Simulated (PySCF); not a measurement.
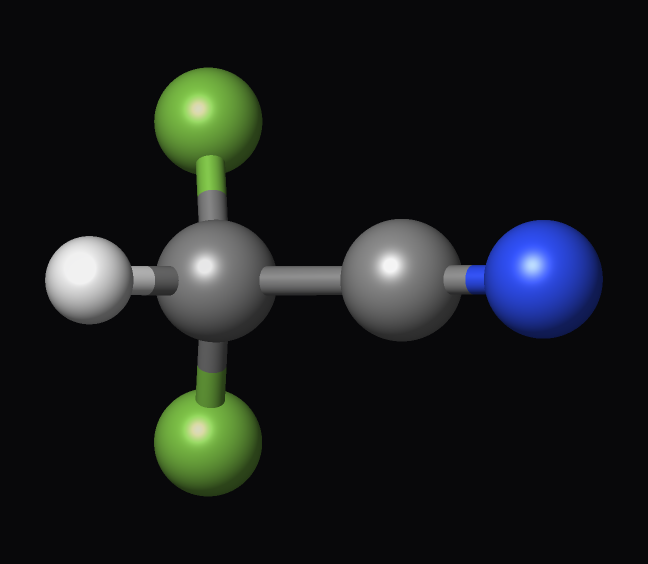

Ball-and-stick drawing of a structure. Every bond is drawn as one stick, whatever its order. Colours: nitrogen blue, carbon grey, fluorine green, hydrogen white.

What does the picture show?

Formula C2HF2N. SMILES: `N#CC(F)F`. It has no ring. Among its groups: nitrile, C–F bond. This geometry has Cs symmetry. Coordination: 1 C linear; 1 C tetrahedral.

More results for the same structure follow; atom numbers are the same in all pictures, views and colours differ. The computed structure is the end point of a PBE0-D3(BJ)/def2-SVP optimisation. No frequency run is at hand to confirm it as a minimum.

**Shape**

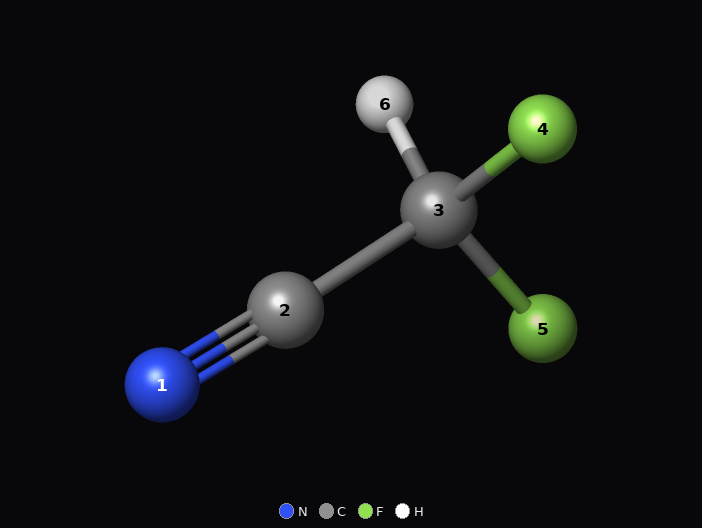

No frequency run is at hand to confirm it as a minimum.

Which atoms are bonded, and how long are the bonds?

```csv
bond,length (Å),order
N1–C2,1.155,triple
C2–C3,1.480,single
C3–F4,1.339,single
C3–F5,1.340,single
C3–H6,1.104,single
```

**Levels of theory compared**

No frequency run is at hand to confirm it as a minimum. Program: PySCF 2.14.0.

At this fixed geometry, give dipole (D) at these levels: B97-2/pcSseg-2; BHandHLYP/pcSseg-2; CAM-B3LYP/pcSseg-2; LC-wPBE/pcSseg-2; PBE0/6-311+G(2d,p); PBE0/6-31G; PBE0/6-31G*; PBE0/STO-3G; PBE0/def2-SVP; PBE0/def2-TZVP; WP04/pcSseg-2; ωB97X-D/pcSseg-2.

```tsv
level	dipole (D)
B97-2/pcSseg-2	2.49
BHandHLYP/pcSseg-2	2.57
CAM-B3LYP/pcSseg-2	2.54
LC-wPBE/pcSseg-2	2.55
PBE0/6-311+G(2d,p)	2.50
PBE0/6-31G	2.39
PBE0/6-31G*	2.43
PBE0/STO-3G	2.25
PBE0/def2-SVP	2.39
PBE0/def2-TZVP	2.49
WP04/pcSseg-2	2.48
ωB97X-D/pcSseg-2	2.53
```

**NMR shielding**

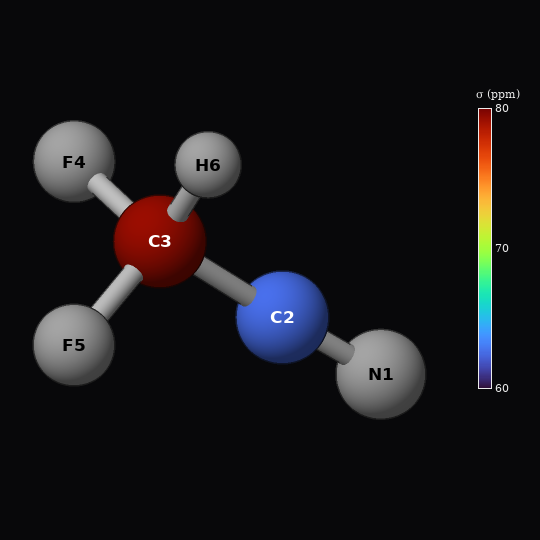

Atoms are coloured by their isotropic NMR shieldings (C only, the others grey). No frequency run is at hand to confirm it as a minimum. Method: GIAO LC-wPBE/pcSseg-2 NMR shielding, non-relativistic, gas phase (PySCF 2.14.0).

Give the isotropic NMR shieldings of the C atoms atom by atom.

| atom | σ (ppm) |
| --- | --- |
| C2 | 62.5 |
| C3 | 79.3 |

**Charges**

The questions are on Hirshfeld charges. No frequency run is at hand to confirm it as a minimum. Method: PBE0/def2-TZVP, gas phase (PySCF 2.14.0).

Give the Hirshfeld charges atom by atom.

```
atom  value (e)
  N1      −0.17
  C2       0.07
  C3       0.18
  F4      −0.08
  F5      −0.08
  H6       0.08
```
